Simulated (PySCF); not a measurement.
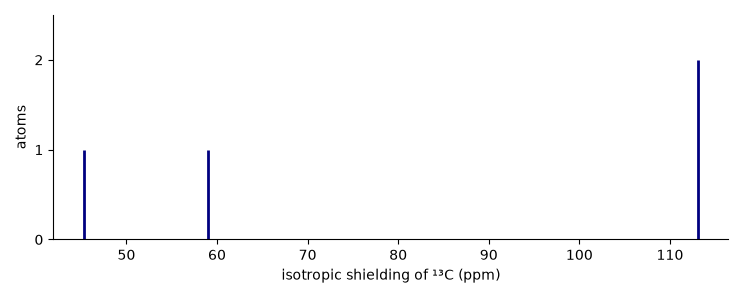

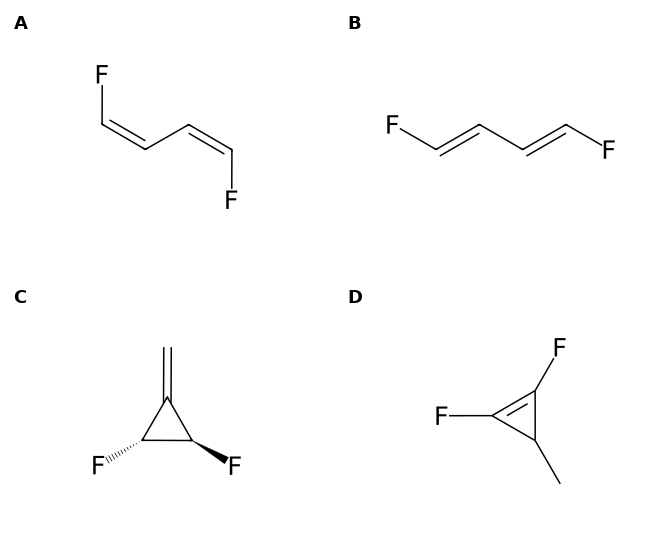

The sticks are computed shieldings of one of the molecules, for one fixed geometry (GFN2-xTB) without averaging over rotations. Low shielding means a high chemical shift. Method: GIAO PBE0/pcSseg-1 NMR shielding, non-relativistic, gas phase (PySCF 2.14.0).

**Match the spectrum to a structure.**

C, `C=C1[C@@H](F)[C@@H]1F`. Its 4 C atoms give lines at 45.3, 59.0, 113.1 (2 atoms) ppm.
